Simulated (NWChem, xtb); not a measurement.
# CH4ClGa (SMILES [CH3][GaH][Cl]): methods side by side

CH4ClGa has 7 atoms, charge 0, and is taken as a singlet. As SMILES, `[CH3][GaH][Cl]`. The coordinates come from a PBE0-D4/def2-TZVP relaxation.

Quantity: the electronic atomisation energy, in eV. The values are calculated. Electronic energies at fixed atoms, without zero-point motion or spin-orbit coupling.

```json
{"level": "GFN1-xTB", "kind": "semi-empirical", "program": "xtb", "value (eV)": "33.40", "less CCSD(T)/def2-SVP": "+11.61", "CPU time (all runs)": "under 2 s"}
{"level": "HF/def2-SVP", "kind": "Hartree–Fock", "program": "NWChem", "value (eV)": "17.60", "less CCSD(T)/def2-SVP": "-4.19", "CPU time (all runs)": "21 s"}
{"level": "SVWN5/def2-SVP", "kind": "LDA", "program": "NWChem", "value (eV)": "25.72", "less CCSD(T)/def2-SVP": "+3.93", "CPU time (all runs)": "21 s"}
{"level": "PBE/def2-SVP", "kind": "GGA", "program": "NWChem", "value (eV)": "22.87", "less CCSD(T)/def2-SVP": "+1.08", "CPU time (all runs)": "33 s"}
{"level": "PBE0/def2-SVP", "kind": "global hybrid", "program": "NWChem", "value (eV)": "22.80", "less CCSD(T)/def2-SVP": "+1.01", "CPU time (all runs)": "30 s"}
{"level": "MP2/def2-SVP", "kind": "perturbation theory", "program": "NWChem", "value (eV)": "21.94", "less CCSD(T)/def2-SVP": "+0.15", "CPU time (all runs)": "33 s"}
{"level": "CCSD(T)/def2-SVP", "kind": "coupled cluster or CI", "program": "NWChem", "value (eV)": "21.79", "less CCSD(T)/def2-SVP": "0.00", "CPU time (all runs)": "82 s"}
```

CCSD(T)/def2-SVP is the highest level here, not the true value. All-electron rows without a relativistic Hamiltonian named are non-relativistic. Correlated wave functions underbind in double-zeta sets. The values span 17.60 to 33.40 eV. GFN1-xTB: no spin polarisation, so open shells miss the exchange term that lowers them. In the correlated wave-function rows the outer d shell of Ga is correlated, in sets not made for it. Times are those of the runs behind each value, whatever else they computed, on shared processors of several kinds: orders of magnitude only.

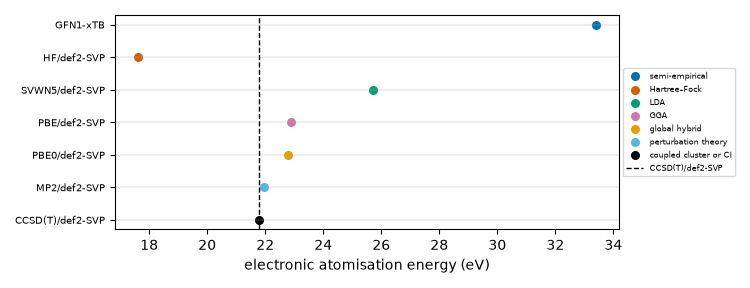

The values of the table, level by level.
